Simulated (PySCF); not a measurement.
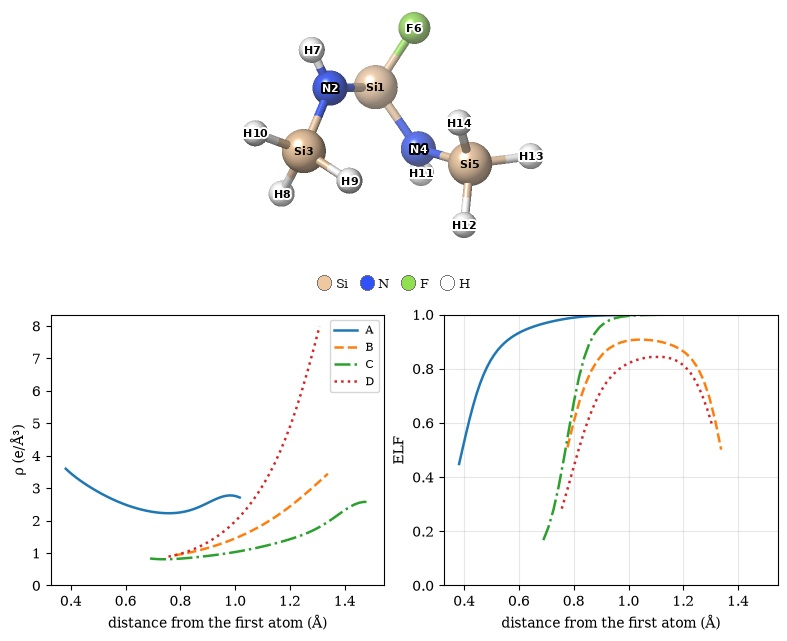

FH8N2Si3 (SMILES F[Si](N[SiH3])N[SiH3]) (doublet). Total electron density and ELF along straight lines between neighbouring atoms. The curves leave out the atomic cores. The structure is drawn too.

Geometry: PBE0-D3(BJ)/def2-SVP.

Level of theory: PySCF 2.14.0, density-fitted response routines, UKS B3LYP, IGLO-III on F N Si, pcH-1 on H, non-relativistic, mean-field spin-orbit, GIAO.

The calculation's input:

```
{"job": {"kind": "epr"}, "charge": 0, "multiplicity": 2}
Si     0.588980     0.837635     1.386197
N     -0.294818    -0.641130     1.506026
Si    -1.707264    -1.032929     0.547368
N      0.457431     1.364905    -0.257229
Si     1.117803     0.551609    -1.666475
F      2.134035     0.484370     1.787674
H     -0.081628    -1.259786     2.283852
H     -2.683292     0.097470     0.511312
H     -1.351124    -1.375220    -0.863352
H     -2.354236    -2.219139     1.183422
H      0.187714     2.336329    -0.387114
H      0.108444     0.504183    -2.768244
H      2.335728     1.242705    -2.191895
H      1.475928    -0.829893    -1.240314
```

Run with:

```sh
OMP_NUM_THREADS=1 python cluster_run.py task.json out
```

**Which curve belongs to which contact (N–H, Si–F, Si–H and Si–N)? The first atom named is at distance zero.**

Curve A: N–H (1.02 Å): ρ at the midpoint is about 2.8 e/Å³; the ELF climbs to about 1 towards the hydrogen, as it does in any bond to H: a covalent bond by its length. Curve B: Si–N (1.73 Å): ρ at the midpoint is about 1.1 e/Å³; the ELF peaks at about 0.90 between the atoms (a polar covalent bond). Curve C: Si–H (1.49 Å): ρ is about 0.81 e/Å³ halfway; the ELF climbs to about 1 towards the hydrogen. Curve D: Si–F (1.63 Å): ρ at the midpoint is about 1 e/Å³; the ELF peaks at about 0.85 in the valence shell of F, 0.5 Å from its nucleus, and is about 0.50 at the midpoint.
